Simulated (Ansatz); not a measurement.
# CH6BNO2: a ladder of functionals and wavefunction methods

Aim: compute CH6BNO2 with functionals from several rungs and with coupled cluster, and see how far each lands from CCSD(T) at the basis-set limit for the atomisation energy.

The runs use Ansatz 0.2.0, Gaussian basis; functionals in def2-TZVPP, the program's frozen cores in correlated methods.

The runs, in order: PBE-D4, r2SCAN-D4, PBE0-D4, B3LYP-D4, ωB97X-V, ωB97M-V, B2PLYP; CCSD(T)/def2-TZVPP; MP2/def2-QZVPP; extrapolation to the limit.

## Step 1: The geometry

An earlier PBE0-D4 in a triple-zeta def2 set relaxation fixed the geometry.

SMILES `NB(O)CO`, 11 atoms, charge 0, spin multiplicity 1.

Atoms are counted from 1 here; the program's logs count them from 0.

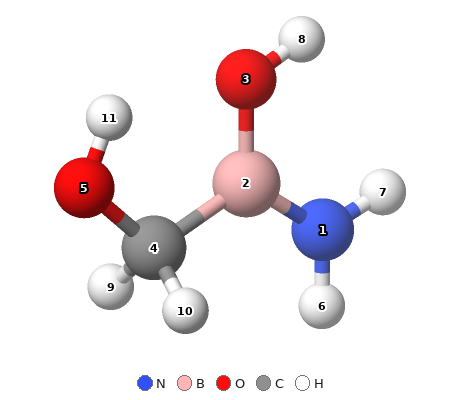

The geometry (nitrogen blue, boron pink, oxygen red, carbon grey, hydrogen white); atoms are numbered from 1 in the order of the file.

Coordinates:

```xyz
11
CH6BNO2
N    -0.8887    0.0924    1.3763
B    -0.1362   -0.2594    0.2427
O     0.1479   -1.5624   -0.0935
C     0.4486    0.8291   -0.7451
O     1.1703    0.2879   -1.8366
H    -1.0875    1.0494    1.6072
H    -1.2782   -0.5627    2.0312
H    -0.2010   -2.2327    0.4961
H    -0.3711    1.4532   -1.1313
H     1.1018    1.5168   -0.1872
H     1.1597   -0.6686   -1.7391
```

## Step 2: PBE-D4 (GGA)

in.yaml

```yaml
crystal:
  periodic: [false, false, false]
  atoms:
    - {symbol: N, position_ang: [-0.888744, 0.092399, 1.376322]}
    - {symbol: B, position_ang: [-0.136207, -0.259401, 0.242660]}
    - {symbol: O, position_ang: [0.147907, -1.562419, -0.093464]}
    - {symbol: C, position_ang: [0.448565, 0.829088, -0.745104]}
    - {symbol: O, position_ang: [1.170311, 0.287945, -1.836566]}
    - {symbol: H, position_ang: [-1.087547, 1.049392, 1.607206]}
    - {symbol: H, position_ang: [-1.278175, -0.562739, 2.031230]}
    - {symbol: H, position_ang: [-0.200972, -2.232706, 0.496092]}
    - {symbol: H, position_ang: [-0.371137, 1.453151, -1.131348]}
    - {symbol: H, position_ang: [1.101802, 1.516849, -0.187248]}
    - {symbol: H, position_ang: [1.159697, -0.668558, -1.739079]}
basis:
  gaussian: {orbitals: def2-TZVPP}
hamiltonian: {xc: pbe, dispersion: d4}
output: {forces: true, orbitals: {seedname: orbitals}}
```

Command:

```
$ ansatz run in.yaml --threads 4 --pin off --events-out ev --progress --plain --max-ram 10444MiB
```

After this run come: r2SCAN-D4 (meta-GGA); PBE0-D4 (hybrid); B3LYP-D4 (hybrid); ωB97X-V (range-separated); ωB97M-V (range-separated); B2PLYP (double hybrid); CCSD(T) in def2-TZVPP; MP2 in def2-QZVPP.

**Question.** What will the summary of the whole plan be? Wanted: atomisation energy, CCSD(T)/CBS; farthest; mean size of error, hybrid; mean size of error, range-separated; gap, smallest and largest; T1 diagnostic; triples share of the correlation energy.

As calculated:

| quantity | value |
| --- | --- |
| atomisation energy, CCSD(T)/CBS | 1044.0 kcal/mol |
| functionals within 5.2 kcal/mol (0.5 %) | r2SCAN-D4, PBE0-D4, B3LYP-D4, ωB97X-V |
| farthest | PBE-D4 (+26.9 kcal/mol) |
| mean size of error, hybrid | 1.8 kcal/mol |
| mean size of error, range-separated | 3.7 kcal/mol |
| gap, smallest and largest | 5.15 eV (PBE-D4), 11.98 eV (ωB97X-V) |
| T1 diagnostic | 0.0111 |
| triples share of the correlation energy | 3.6 % |

**Reading.** PBE-D4 misses by +26.9 kcal/mol. Double hybrids carry the basis error of their MP2 part in triple zeta, and no dispersion term here, so their miss is partly the set-up's. The reference freezes the cores and leaves out relativity and excitations past (T), so misses under about 5.2 kcal/mol can't be ranked. Hartree-Fock recovers 71 % of the binding; the rest is correlation. The gap grows from 5.2 to 12.0 eV across the functionals, mostly with the share of exact exchange.
